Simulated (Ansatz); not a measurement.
# InF (SMILES [F][In]) at 6 levels

We compute a comparison of 6 runs (HF/STO-3G, HSE06/STO-3G, PBE/STO-3G, revPBE/STO-3G, MP2/STO-3G, CCSDT(Q)/STO-3G) of InF. 

The results are computed with Ansatz 0.2.0.

39 further runs of the same task are left out: 3 that didn't finish, 36 set aside as unsound or not needed.

**1. The structure to begin with**

The species is InF (2 atoms), meant as a singlet with charge 0. As SMILES, `[F][In]`. The In2–F1 distance was set to 2.990 Å, away from the relaxed value.

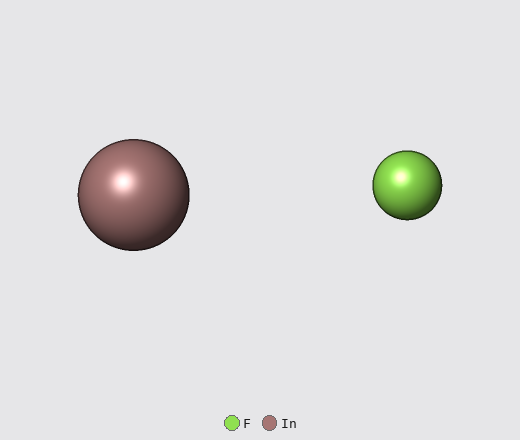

Viewed from a chosen angle; fluorine green, indium brown.

**2. A single-point energy at HF/STO-3G (run 1)**

job.yaml

```yaml
crystal:
  periodic: [false, false, false]
  atoms:
    - {symbol: F, position_ang: [0.000000, 0.000000, -0.980920]}
    - {symbol: In, position_ang: [-0.000000, -0.000000, 2.009580]}
basis:
  gaussian: {orbitals: STO-3G}
total_charge: 0
hamiltonian: {xc: hf}
accuracy: high
```

Command:

```
$ ansatz run job.yaml --threads 1 --pin off --max-ram 3480MiB --events-out events.jsonl --progress --plain --runs-dir runs
```

The log of the run:

```text
Warning: RAYON_NUM_THREADS=1 ignored (pool sized by the plan → 1); use --threads N
Functional definition: HF
  name "HF"
  exchange = exact_x
  correlation = 0
548 factors; integrals over basis functions are off by at most 2.3e-8 eV
mean field evaluation 1: about -157296.5137 eV, gradient 1.0e1 eV
mean field evaluation 2: about -157296.5379 eV, gradient 1.0e1 eV
mean field evaluation 4: about -157299.7986 eV, gradient 5.4e0 eV
mean field evaluation 8: about -157300.3190 eV, gradient 1.9e-1 eV
mean field -157300.31071960 eV, -5780.6797969652 hartree, gradient 2.5e-8 eV, S^2 0.000000; 0 other end points of the search recorded, 0 dependent functions left out
reference -157300.31071960 eV, -5780.6797969652 hartree; 29, 29 occupied and 3, 3 virtual orbitals, 548 factors
Total energy: -157300.31071960 eV, -5780.6797969652 hartree
```

Wall time 0.34 s (1 thread of Arm Neoverse V2, shared host).

**3. A single-point energy at HSE06/STO-3G (run 2)**

input.yaml

```yaml
basis:
  gaussian:
    orbitals: STO-3G
crystal:
  periodic: [false, false, false]
  atoms:
    - {symbol: F, position_ang: [0.000000, 0.000000, -0.980920]}
    - {symbol: In, position_ang: [-0.000000, -0.000000, 2.009580]}
hamiltonian:
  xc: hse06
accuracy: high
```

Command:

```
$ ansatz run input.yaml --threads 1 --pin off --max-ram 3480MiB --events-out events.jsonl --progress --plain --runs-dir runs
```

The log of the run:

```text
Warning: RAYON_NUM_THREADS=1 ignored (pool sized by the plan → 1); use --threads N
Functional definition: HSE06
  name "HSE06"
  parameter a = 0.25
  parameter omega = 0.11/bohr
  exchange = pbe_x - a*pbe_x_sr(omega) + a*exact_x_sr(omega)
  correlation = pbe_c
548 factors; integrals over basis functions are off by at most 2.3e-8 eV
42 factors; integrals over basis functions are off by at most 1.1e-9 eV
mean field evaluation 1: about -157349.5504 eV, gradient 1.5e1 eV
mean field evaluation 2: about -157044.2240 eV, gradient 6.2e1 eV
mean field evaluation 4: about -157347.5761 eV, gradient 1.5e1 eV
mean field evaluation 8: about -157355.2758 eV, gradient 1.1e-1 eV
mean field -157355.27582692 eV, -5782.6997274027 hartree, gradient 2.1e-9 eV, S^2 0.000000; 0 other end points of the search recorded, 0 dependent functions left out
reference -157355.27582843 eV, -5782.6997274581 hartree; 29, 29 occupied and 3, 3 virtual orbitals, 548 factors
Total energy: -157355.27582843 eV, -5782.6997274581 hartree
```

Wall time 1.4 s (1 thread of Arm Neoverse V2, shared host); peak memory 0.1 GiB.

Run 3 isn't shown in full; the table further down has it.

**4. A single-point energy at revPBE/STO-3G (run 4)**

in.yaml

```yaml
crystal:
  periodic: [false, false, false]
  atoms:
    - {symbol: F, position_ang: [0.000000, 0.000000, -0.980920]}
    - {symbol: In, position_ang: [-0.000000, -0.000000, 2.009580]}
basis:
  gaussian:
    orbitals: STO-3G
total_charge: 0
hamiltonian:
  xc: {name: revPBE}
accuracy: high
```

Command:

```
$ ansatz run in.yaml --threads 1 --pin off --max-ram 3480MiB --events-out events.jsonl --progress --plain --runs-dir runs
```

The log of the run:

```text
Warning: RAYON_NUM_THREADS=1 ignored (pool sized by the plan → 1); use --threads N
Functional definition: revPBE
  name "revPBE"
  parameter kappa = 1.245
  parameter beta = 0.06672455060314922
  exchange = pbe_x(kappa = kappa, mu = beta*pi^2/3)
  correlation = pbe_c(beta = beta)
548 factors; integrals over basis functions are off by at most 2.3e-8 eV
mean field evaluation 1: about -157348.8902 eV, gradient 1.7e1 eV
mean field evaluation 2: about -157041.3944 eV, gradient 5.1e1 eV
mean field evaluation 4: about -157344.3213 eV, gradient 1.7e1 eV
mean field evaluation 8: about -157355.1731 eV, gradient 1.6e-2 eV
mean field evaluation 16: about -157317.8186 eV, gradient 6.4e1 eV
mean field evaluation 32: about -157338.4296 eV, gradient 3.6e1 eV
mean field evaluation 64: about -157354.7314 eV, gradient 2.3e0 eV
mean field -157355.15999097 eV, -5782.6954705098 hartree, gradient 1.1e-8 eV, S^2 0.000000; 4 other end points of the search recorded, 0 dependent functions left out
reference -157355.15999285 eV, -5782.6954705789 hartree; 29, 29 occupied and 3, 3 virtual orbitals, 548 factors
Total energy: -157355.15999285 eV, -5782.6954705789 hartree
```

Wall time 2 s (1 thread of Arm Neoverse V2, shared host); peak memory 0.09 GiB.

Run 5 isn't shown in full; the table further down has it.

**5. The energy at CCSDT(Q)/STO-3G (run 6)**

Changes to in.yaml since step 4:

```diff
@@ -8,5 +8,7 @@
     orbitals: STO-3G
-total_charge: 0
-hamiltonian:
-  xc: {name: revPBE}
+correlation:
+  method: ccsdt_q
+  frozen_orbitals: {F: 1, In: 18}
 accuracy: high
+scf:
+  omitted_lower_state_checks: [cluster_reference, increment]
```

Command:

```
$ ansatz run in.yaml --threads 1 --pin off --max-ram 3480MiB --events-out events.jsonl --progress --plain --runs-dir runs
```

The log of the run:

```text
Warning: RAYON_NUM_THREADS=1 ignored (pool sized by the plan → 1); use --threads N
[... 11 lines left out ...]
19 core orbitals not correlated: weight in the atoms' cores, before any rotation towards them, 1.000 or more for the frozen orbitals, at most 0.000 for the correlated occupied ones
[... 56 lines left out ...]
WARN: these amplitudes may be one of several solutions (largest doubles amplitude 0.54, level shift 6.50 eV)
Total energy: -157304.08443922 eV, -5780.8184786033 hartree
Checks for a lower state left out: cluster_reference, increment
```

Wall time 0.96 s (1 thread of Arm Neoverse V2, shared host); peak memory 0.097 GiB.

**6. The series**

```csv
run,level,frozen core orbitals,energy (Eh),wall time
1,HF/STO-3G,–,-5780.679797,0.34 s
2,HSE06/STO-3G,–,-5782.699727,1.4 s
3,PBE/STO-3G,–,-5782.359676,2 s
4,revPBE/STO-3G,–,-5782.695471,2 s
5,MP2/STO-3G,19,-5780.758706,0.58 s
6,CCSDT(Q)/STO-3G,19,-5780.818479,0.96 s
```

**7. Summary of results**

```
                                           quantity           value
                                run 6: total energy  -5780.81848 Eh
run 6: correlation energy (19 core orbitals frozen)      -138.7 mEh
                               run 6: T1 diagnostic           0.056
```

What this shows: Below the HF energy at the same shape and in the same basis (STO-3G): MP2 -78.9 mEh; CCSDT(Q) -138.7 mEh. Totals of different functionals can't be ranked against each other. In runs 5, 6 the log says that unrestricted orbitals would lower the reference, so the values rest on an unstable closed-shell determinant (other closed-shell runs at this shape may share the fault). In runs 1, 2, 3, 4, 5, 6 the basis is minimal, so the values are rough. In runs 1, 2, 3, 4, 5, 6 relativity is left out where basis or elements ask for it. All runs together took 7.3 s, the longest 2 s.
